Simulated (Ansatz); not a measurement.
# Calculations on Si2H7Cl

### Relaxation

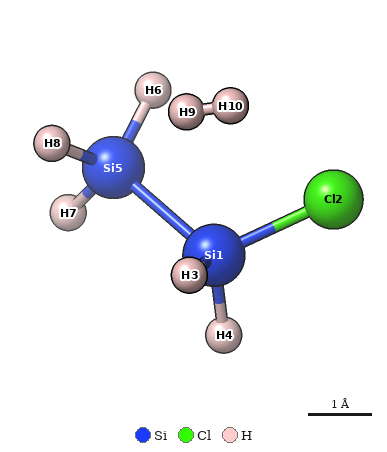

Starting structure of Si₂H₇Cl. Style: ball-and-stick. Shown from a free direction.

The run prepares an end point of a later path (reaction) calculation, from a guessed geometry.

Method: Ansatz 0.2.0, RKS PBE-D4/6-31G*.

Input file:
```yaml
crystal:
  periodic: [false, false, false]
  atoms:
    - { symbol: Si, position_ang: [-0.103172, 0.192832, 0.035054] }
    - { symbol: Cl, position_ang: [-0.186771, 0.348188, 2.146307] }
    - { symbol: H, position_ang: [1.34017, 0.195565, -0.363668] }
    - { symbol: H, position_ang: [-0.758206, 1.429004, -0.501648] }
    - { symbol: Si, position_ang: [-1.163517, -1.762016, -0.757091] }
    - { symbol: H, position_ang: [-1.835428, -2.501168, 0.358801] }
    - { symbol: H, position_ang: [-2.167396, -1.423115, -1.817757] }
    - { symbol: H, position_ang: [-0.108789, -2.643676, -1.357022] }
    - { symbol: H, position_ang: [0.992048, -2.099264, 0.857636] }
    - { symbol: H, position_ang: [1.027261, -1.84415, 1.523988] }
basis:
  gaussian: { orbitals: "6-31G*" }
hamiltonian:
  xc: pbe
  dispersion: d4
relax:
  f_tol: 0.03
  max_steps: 50
```

Launched with:
```bash
ansatz run input.yaml --threads 1 --pin off --max-ram 2048MiB --backend cpu --events-out ev --progress --plain --runs-dir out
```

**Predict the outcome.**

The largest move after the best rigid fit is that of H9, 1.43 Å. By element the largest moves are H 1.43 Å, Cl 0.41 Å, Si 0.38 Å. Near-neighbour distances that change, for instance: H9–H10 0.714 → 0.751 Å, Si1–Cl2 2.119 → 2.094 Å, Si1–Si5 2.361 → 2.348 Å. Bond angles that change, for instance: Si1–Si5–H8 107.8° → 110.6°, Cl2–Si1–Si5 112.2° → 110.0°. Groups turn about Si1–Si5 by about 50°. After 17 accepted moves (19 points after the start) the energy has fallen by 5.14 kcal/mol. The largest force component goes from 1.4 to 0.014 eV/Å. The line search rejected the trial steps at points 10, 11 of the run. The forces were under the threshold at step 5, but the run went on from there. Cost: 51 s on 1 thread of Arm Neoverse V1, with other jobs on the host, peak memory 0.11 GiB.

Step by step:

```csv
step,"E − E(0), kcal/mol","largest force component, eV/Å",note
0,0.00,1.3789,
1,-2.74,0.1572,
2,-3.68,0.1421,
3,-4.16,0.0994,
4,-4.24,0.0726,
5,-4.34,0.0182,
6,-4.35,0.0325,
7,-4.36,0.0971,
8,-4.38,0.0572,
9,-4.44,0.0729,
10,-4.38,0.3042,rejected
11,-4.39,0.2153,rejected
12,-4.49,0.0180,
13,-4.60,0.0831,
14,-4.67,0.1824,
15,-4.79,0.1103,
16,-5.00,0.0090,
17,-5.02,0.1757,
18,-5.12,0.0971,
19,-5.14,0.0141,
```

Final geometry:

```xyz
10

Si   -0.3466    0.4429   -0.1227
Cl    0.1496    0.3415    1.9090
H     0.9026    0.7872   -0.8771
H    -1.3266    1.5658   -0.2886
Si   -1.2575   -1.6016   -0.8314
H    -2.4428   -1.9574    0.0149
H    -1.7006   -1.4641   -2.2605
H    -0.2356   -2.6934   -0.7389
H     1.7656   -3.0975    1.5334
H     1.5280   -2.4312    1.7865
```

After the run, drawn alike:

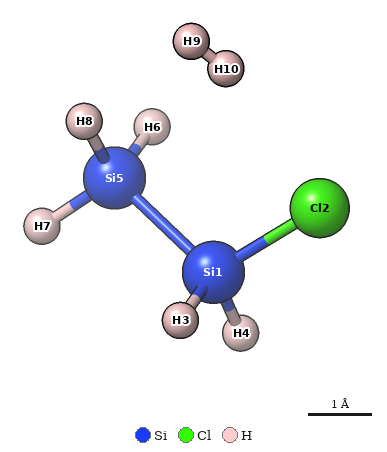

Limits of the set-up: the start holds two separate molecules, 2.5 Å apart at their closest, whose relative position is a soft coordinate.

### Relaxation

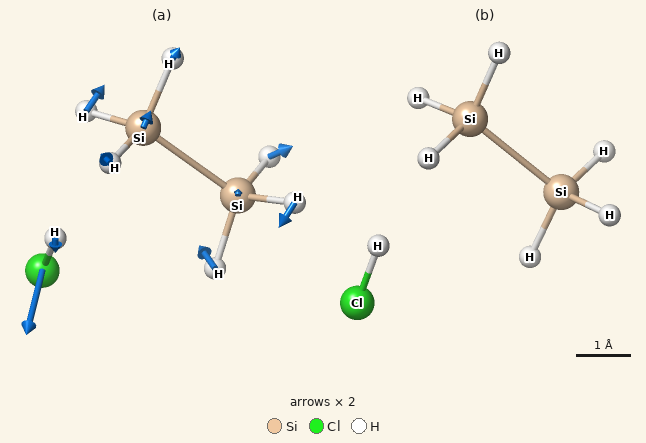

The structure of Si$_{2}$H$_{7}$Cl before (left) and after (right) a relaxation, at one scale. The blue arrows give the displacements, magnified 2 times.

A ball-and-stick model, seen at a tilt.

The run prepares an end point of a later path (reaction) calculation, from a guessed geometry.

Computed with RKS PBE-D4/6-31G* (Ansatz). Settings: no spin polarisation; force threshold 0.03 eV/Å; at most 50 steps.

Q: Summarise the run.

A: The energy falls by 0.124 eV in 14 accepted moves (15 points after the start). Largest force component: 0.94 eV/Å at the start, 0.026 eV/Å at the end. The line search rejected the trial step at point 5 of the run. The forces were under the threshold at step 8, but the run went on from there. The Cl atom moves most after the best rigid fit: 0.78 Å. Largest moves by element: Cl 0.78 Å, H 0.36 Å, Si 0.19 Å. Near-neighbour distances that change, for instance: Cl–H 1.341 → 1.303 Å, H–Si 1.479 → 1.510 Å, H–Si 1.505 → 1.501 Å. Bond angles that change, for instance: H–Si–Si 108.5° → 111.8°, Si–Si–H 112.6° → 110.3°, H–Si–Si 113.8° → 111.6°. The run took 40 s on 1 thread of Arm Neoverse V1, with other jobs on the host, peak memory 0.11 GiB.

### Path

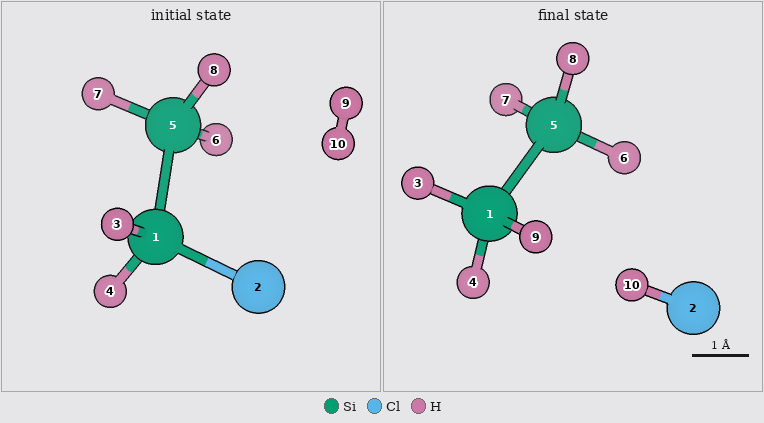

The two relaxed end points of a path for Si$_{2}$H$_{7}$Cl, made up at the start of Si2H5Cl and H₂. The picture is a ball-and-stick view, seen at a tilt.

Method: RKS PBE-D4/6-31G* (Ansatz).

Set-up: 9 movable images; climbing image; force threshold 0.03 eV/Å; iteration limit 60.

Start:
```xyz
10

Si   -0.3463    0.4439   -0.1113
Cl    0.1575    0.3266    1.9176
H     0.9003    0.7934   -0.8676
H    -1.3263    1.5686   -0.2648
Si   -1.2610   -1.5946   -0.8323
H    -2.4433   -1.9563    0.0157
H    -1.7094   -1.4458   -2.2587
H    -0.2393   -2.6875   -0.7521
H     1.7701   -3.1103    1.5095
H     1.5339   -2.4458    1.7687
```

End:
```xyz
10

Si    0.3771   -0.1263   -0.4435
Cl   -0.1940   -1.4874    3.3234
H     1.1904    0.2477   -1.6481
H    -0.2436    1.1137    0.1288
Si   -1.2422   -1.7457   -0.9533
H    -2.0487   -2.0758    0.2674
H    -2.1588   -1.2261   -2.0228
H    -0.5789   -2.9970   -1.4542
H     1.3430   -0.6620    0.5864
H     0.5919   -1.1489    2.3406
```

Predict the minimum-energy path and its barrier.

The highest point, image 6, lies 211.6 kJ/mol above the start and 141.3 kJ/mol above the end; the end is at +70.2 kJ/mol relative to the start. Breaking: H9–H10 (0.75 → 0.88 at the top → 1.97 Å), Si1–Cl2 (2.09 → 2.59 at the top → 4.05 Å). Forming: Cl2–H10 (3.10 → 1.81 at the top → 1.30 Å), Si1–H9 (4.44 → 1.75 at the top → 1.51 Å). The band is converged.

Energies of the converged images:

| image | path (Å) | E (kJ/mol) |
| --- | --- | --- |
| 0 | 0.00 | 0.0 |
| 1 | 1.02 | -0.2 |
| 2 | 2.04 | -0.2 |
| 3 | 3.06 | 0.4 |
| 4 | 4.08 | 13.4 |
| 5 | 5.10 | 93.5 |
| 6 | 6.12 | 211.6 |
| 7 | 6.95 | 100.2 |
| 8 | 7.79 | 71.9 |
| 9 | 8.62 | 70.0 |
| 10 | 9.46 | 70.2 |

The geometry at the top of the path:

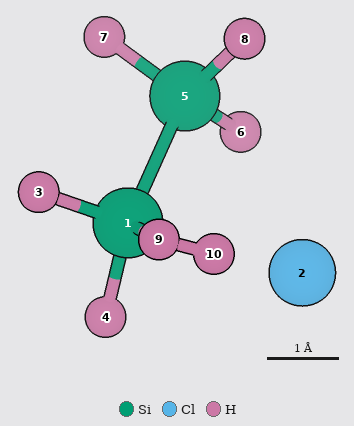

Limits of the set-up: the start holds two separate molecules, 3.1 Å apart at their closest, whose relative position is a soft coordinate.
